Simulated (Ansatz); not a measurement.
# Calculations on AlSiH$_{5}$O$_{2}$Cl$_{2}$

### Relaxation

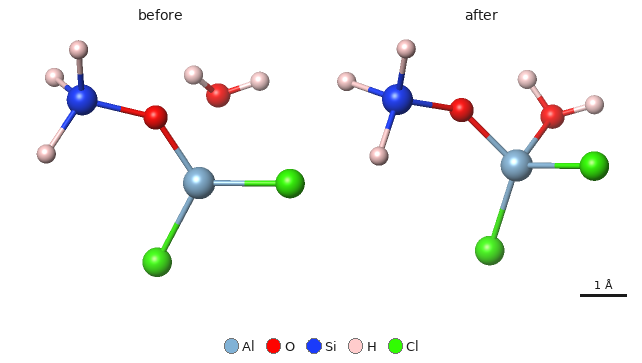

The structure of AlSiH$_{5}$O$_{2}$Cl$_{2}$ before (left) and after (right) a relaxation, at one scale.

Style: ball-and-stick. Shown at a tilt.

The run prepares an end point of a later path (reaction) calculation, from a guessed geometry.

The calculation used RKS PBE-D4/6-31G* in Ansatz.

Input file:
```yaml
crystal:
  periodic: [false, false, false]
  atoms:
    - { symbol: Al, position_ang: [-0.147679, -0.175157, 0.096084] }
    - { symbol: O, position_ang: [-0.294966, -0.204612, 1.844289] }
    - { symbol: Si, position_ang: [-1.438308, -0.654063, 2.980189] }
    - { symbol: H, position_ang: [-2.406646, -1.65906, 2.427372] }
    - { symbol: H, position_ang: [-0.729667, -1.248009, 4.161581] }
    - { symbol: H, position_ang: [-2.198799, 0.557122, 3.436352] }
    - { symbol: Cl, position_ang: [1.778359, -0.362957, -0.719168] }
    - { symbol: Cl, position_ang: [-1.861587, -0.265487, -1.109205] }
    - { symbol: O, position_ang: [0.209557, 2.578439, 1.115264] }
    - { symbol: H, position_ang: [1.171116, 2.711966, 0.987423] }
    - { symbol: H, position_ang: [0.159622, 1.958519, 1.892218] }
basis:
  gaussian: { orbitals: "6-31G*" }
hamiltonian:
  xc: pbe
  dispersion: d4
relax:
  f_tol: 0.03
  max_steps: 50
```

Command:
```bash
ansatz run input.yaml --threads 4 --pin off --max-ram 5120MiB --backend cpu --events-out ev --progress --plain --runs-dir out
```

> Describe what moved and what it gained.

After 19 accepted moves (21 points after the start) the energy has fallen by 0.874 eV. Largest force component: 1 eV/Å at the start, 0.026 eV/Å at the end. The line search rejected the trial steps at points 9, 15 of the run. The forces were under the threshold at step 16, but the run went on from there. H6 moves most after the best rigid fit: 0.79 Å. Largest moves by element: H 0.79 Å, Cl 0.63 Å, O 0.62 Å, Al 0.60 Å, Si 0.17 Å. Near-neighbour distances that change, for instance: Al1–O9 2.958 → 1.983 Å, Al1–Cl7 2.100 → 2.139 Å, Al1–O2 1.755 → 1.734 Å, Al1–Cl8 2.097 → 2.116 Å. New bonds form, among them: Al1–O9 (2.96 → 1.98 Å). Among the angles between lasting bonds that change: Cl7–Al1–Cl8 121.5° → 116.6°, H10–O9–H11 103.7° → 107.0°, Al1–O2–Si3 137.6° → 140.1°. Groups turn about Al1–O2 by about 50°, O2–Si3 by about 25°.

Limits of the set-up: the start holds two separate molecules, 2.2 Å apart at their closest, whose relative position is a soft coordinate.

### Relaxation

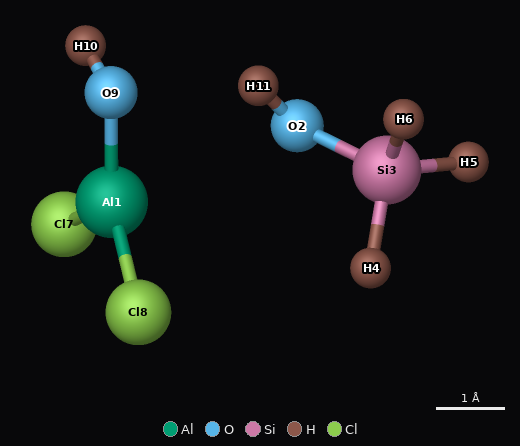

AlSiH5O2Cl2, before the relaxation. A ball-and-stick model, seen at a tilt.

The run prepares an end point of a later path (reaction) calculation, from a guessed geometry.

Level of theory: RKS PBE-D4/6-31G* in Ansatz.

Input file:
```yaml
crystal:
  periodic: [false, false, false]
  atoms:
    - { symbol: Al, position_ang: [0.090344, 0.613465, -0.392259] }
    - { symbol: O, position_ang: [-0.049918, 0.091568, 2.52284] }
    - { symbol: Si, position_ang: [-1.433552, -0.552038, 3.267473] }
    - { symbol: H, position_ang: [-2.242258, -1.341083, 2.281341] }
    - { symbol: H, position_ang: [-0.976985, -1.457577, 4.367278] }
    - { symbol: H, position_ang: [-2.290904, 0.540094, 3.845163] }
    - { symbol: Cl, position_ang: [1.836838, -0.312424, -1.114341] }
    - { symbol: Cl, position_ang: [-1.792256, -0.113911, -0.965683] }
    - { symbol: O, position_ang: [0.158038, 2.160607, 0.445103] }
    - { symbol: H, position_ang: [1.054911, 2.542199, 0.514103] }
    - { symbol: H, position_ang: [-0.113256, 1.0658, 2.341383] }
basis:
  gaussian: { orbitals: "6-31G*" }
hamiltonian:
  xc: pbe
  dispersion: d4
relax:
  f_tol: 0.03
  max_steps: 50
output:
  orbitals: {}
```

Launched with:
```bash
ansatz run input.yaml --threads 4 --pin off --max-ram 5120MiB --backend cpu --events-out ev --progress --plain --runs-dir out
```

### What does the optimiser find from here?

After 17 accepted moves (18 points after the start) the energy has fallen by 19.8 kcal/mol. Largest force component: 0.71 eV/Å at the start, 0.018 eV/Å at the end. The line search rejected the trial step at point 15 of the run. The atom that moves furthest after the best rigid fit is H6 (0.96 Å). Largest moves by element: H 0.96 Å, Cl 0.84 Å, Al 0.64 Å, O 0.44 Å, Si 0.32 Å. Some distances before and after: Al1–O2 2.965 → 1.945 Å, Al1–Si3 4.132 → 3.318 Å, Al1–H11 2.778 → 2.337 Å, O2–Si3 1.698 → 1.746 Å. New bonds form, among them: Al1–O2 (2.96 → 1.95 Å). Among the angles between lasting bonds that change: O2–Si3–H4 110.5° → 104.0°, Al1–O9–H10 114.3° → 120.2°, Cl7–Al1–Cl8 119.9° → 114.3°. Groups turn about O2–Si3 by about 80°, Al1–O9 by about 50°.

History of the run:

```tsv
step	E − E(0), kcal/mol	largest force component, eV/Å	note
0	0.00	0.7075	
1	-5.53	0.7574	
2	-12.40	0.9304	
3	-15.22	0.8755	
4	-15.70	1.4170	
5	-18.05	0.4023	
6	-18.25	0.2219	
7	-18.58	0.1587	
8	-18.73	0.4622	
9	-18.98	0.1985	
10	-19.18	0.1116	
11	-19.41	0.1576	
12	-19.54	0.2830	
13	-19.67	0.1421	
14	-19.74	0.0650	
15	-19.67	0.2587	rejected
16	-19.79	0.0193	
17	-19.82	0.0356	
18	-19.83	0.0179
```

The structure at the end:

```xyz
11

Al   -0.0402    0.6398    0.2378
O    -0.1409    0.1728    2.1236
Si   -1.4374   -0.6444    2.9592
H    -1.6361   -1.8926    2.1797
H    -0.9109   -0.9041    4.3343
H    -2.6491    0.2220    3.0136
Cl    1.3234   -0.6979   -0.7055
Cl   -2.0820    0.3822   -0.3545
O     0.5135    2.2250    0.6974
H     1.0759    2.7408    0.0946
H     0.2248    0.9932    2.5322
```

After the run, drawn alike:

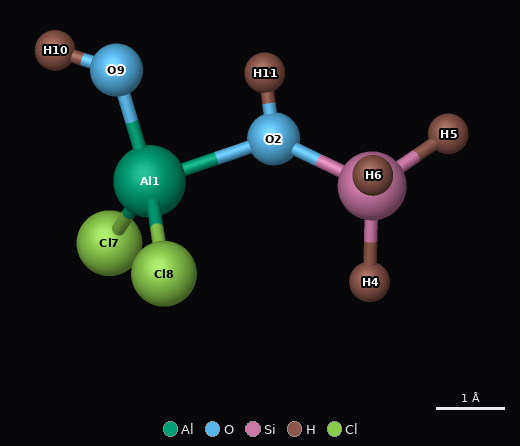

Limits of the set-up: the start holds two separate molecules, 2.2 Å apart at their closest, whose relative position is a soft coordinate.

### Path

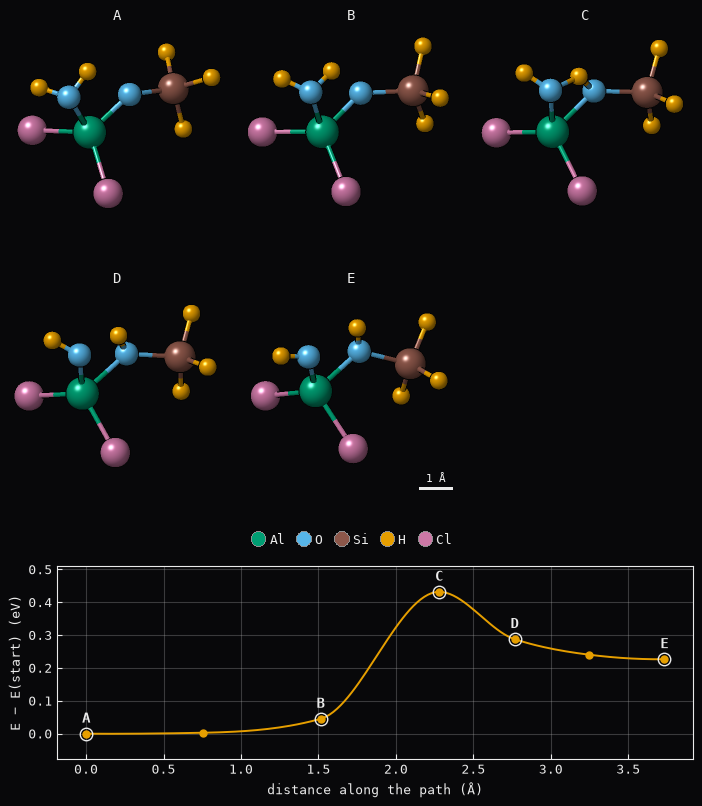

A search for the minimum-energy path of AlSiH₅O₂Cl₂ by the nudged elastic band. Images are numbered from 0 (start) to 6 (end). Frames A to E are images 0, 2, 3, 4, 6. The picture is a ball-and-stick view, seen at a tilt.

Method: Ansatz, RKS PBE-D4/6-31G*. Set-up: 5 movable images; climbing image; force threshold 0.05 eV/Å; iteration limit 60; starting path through a guess of the saddle point.

Q: Read off the barrier and say what moves.

A: Forward barrier 0.43 eV, backward barrier 0.21 eV, with image 3 at the top; the reaction energy is +0.23 eV. A hydrogen atom shifts from one atom to another. Breaking: H–O (0.99 → 2.23 Å). Forming: H–O (2.33 → 0.99 Å). The band converged in 29 iterations. The largest component of the band force went from 61 to 0.039 eV/Å. The climbing image converged on the top of the path. Its vibrational analysis gives one imaginary mode (847i cm⁻¹), as a transition state must have.

Cost: 3.5 min on 4 threads of Arm Neoverse V2 (shared host), peak memory 0.18 GiB.
